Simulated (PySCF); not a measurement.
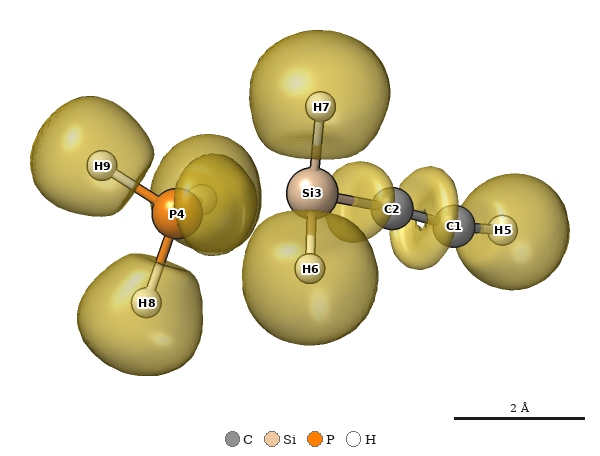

The picture shows: C₂H₆PSi (charge +1). Isosurface of the ELF at 0.85 (yellow), seen from one side. Core shells and regions of very low density are left out.

Geometry: GFN2-xTB, MD frame at 250 fs, 600 K.

All numbers below come from PySCF, PBE0/pcSseg-1, SCF density, gas phase, non-relativistic.

The calculation's input:

```
{"job": {"kind": "nmr", "xc": "PBE0", "basis": "pcSseg-1", "pop": false}, "charge": 1, "multiplicity": 1}
C      2.579000     0.083500     0.148700
C      1.410200     0.348800     0.149500
Si    -0.272400     0.992800     0.483300
P     -1.493400    -1.214100    -0.247800
H      3.570100    -0.227100    -0.099300
H     -0.490600     1.022600     1.878200
H     -0.516100     2.077800    -0.410300
H     -1.629200    -2.329300     0.726300
H     -2.625600    -1.337900    -1.018900
H     -0.640600    -1.967100    -1.053100
```

Run with:

```sh
OMP_NUM_THREADS=1 python probes_run.py task.json out
```

> Where are the electrons localised?

The surface consists of one region between bonded C–C atoms (shared pairs), one region between bonded C–Si atoms (shared pairs), six regions around hydrogen nuclei and one region wrapped around P (its valence shell).

Values along the shortest contacts:
C–C (1.20 Å): the ELF peaks at about 0.85 between the atoms (a multiple bond). C–Si (1.83 Å): the ELF peaks at about 0.95 between the atoms; a covalent bond.
